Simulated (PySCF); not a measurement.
# C4H3ClGeO2: what the fields show

```xyz
11

O     0.7297    2.5221   -0.0279
C     0.3645    1.3827   -0.1323
C    -1.0179    0.9101   -0.0608
C    -1.2336   -0.3833    0.2549
Cl   -2.7851   -1.0904    0.3395
C    -0.0613   -1.2509    0.5184
O    -0.0680   -2.2543    1.1754
Ge    1.4795   -0.2896   -0.3462
H    -1.8209    1.6069   -0.2546
H     2.8328   -0.4452    0.2931
H     1.5858   -0.7056   -1.7856
```

Geometry: GFN2-xTB.

Theory: wB97X-D/def2-SVPD, SCF density, gas phase (PySCF 2.14.0).

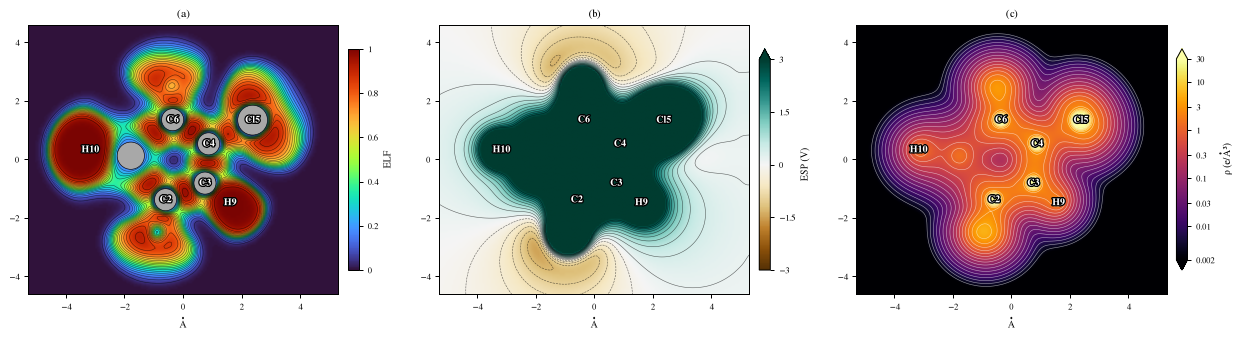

Figure 1. (a) electron localisation function; (b) molecular electrostatic potential; (c) total electron density on the plane of atoms Cl5, C4 and C6. Grey discs cover the atomic cores in the ELF map.

Describe what can be read from this map.

Answer. The plane passes through C, Cl and H nuclei. C–C (1.35 Å): ρ at the midpoint is about 2.2 e/Å³; the ELF peaks at about 0.95 between the atoms: localised, covalent bonding. C–Cl (1.71 Å): ρ at the midpoint is about 1.5 e/Å³; the ELF peaks at about 0.90 between the atoms (a covalent bond). C–H (1.08 Å): ρ is about 2 e/Å³ halfway; the ELF climbs to about 1 towards the hydrogen, as it does in any bond to H: an ordinary covalent bond to hydrogen. C–C (1.46 Å): ρ is about 1.9 e/Å³ halfway; the ELF peaks at about 0.95 between the atoms (a shared electron pair). The ELF also peaks beside O1, Cl5 and O7, away from the bonds: lone-pair regions. Outside the dense part of the molecule the potential is most negative (−1.5 V) near O1, which lies off the plane.

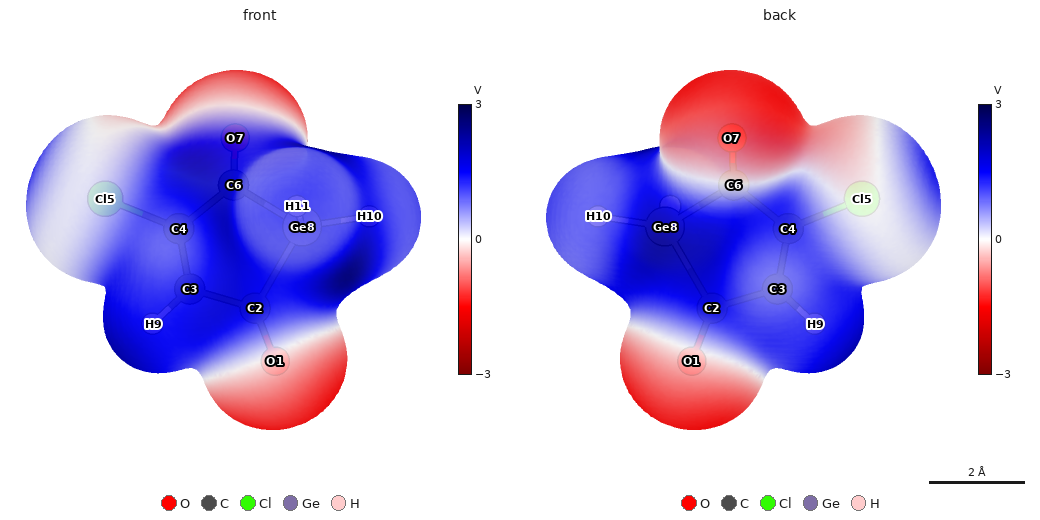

Figure 2. The electrostatic potential painted on the density surface at 0.004 e/bohr³, seen from the front and from behind; the colour scale runs from red (negative) to blue (positive).

Where is the surface potential most negative and most positive?

Answer. The most negative region (about −1.5 V) lies over O1 and O7, the most positive (about +2.5 V) over Ge8. Cl5 shows a σ-hole: about +1.3 V at the tip opposite its bond, against about 0.0 V on its flanks.
